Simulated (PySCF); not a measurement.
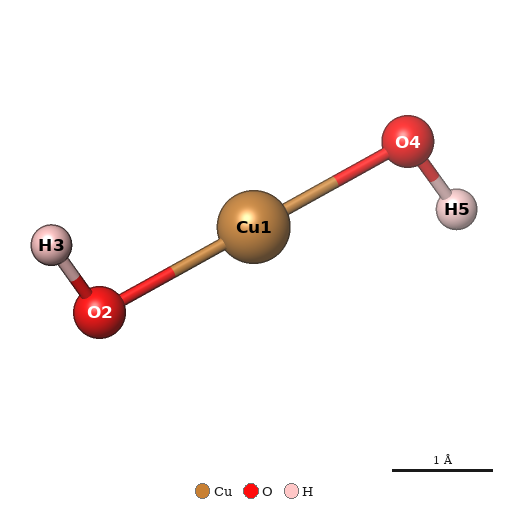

Orthographic view. Depth is shown by fading: the farther an atom, the more it takes the colour of the background. Charge −1, singlet. Computed geometry: PBE0-D3(BJ)/def2-SVP optimisation. No frequency run is at hand to confirm it as a minimum.

Give the distance matrix in Å.

```tsv
atom	Cu1	O2	H3	O4	H5
Cu1	0.00				
O2	1.83	0.00			
H3	2.26	0.97	0.00		
O4	1.83	3.66	3.99	0.00	
H5	2.26	3.99	4.51	0.97	0.00
```
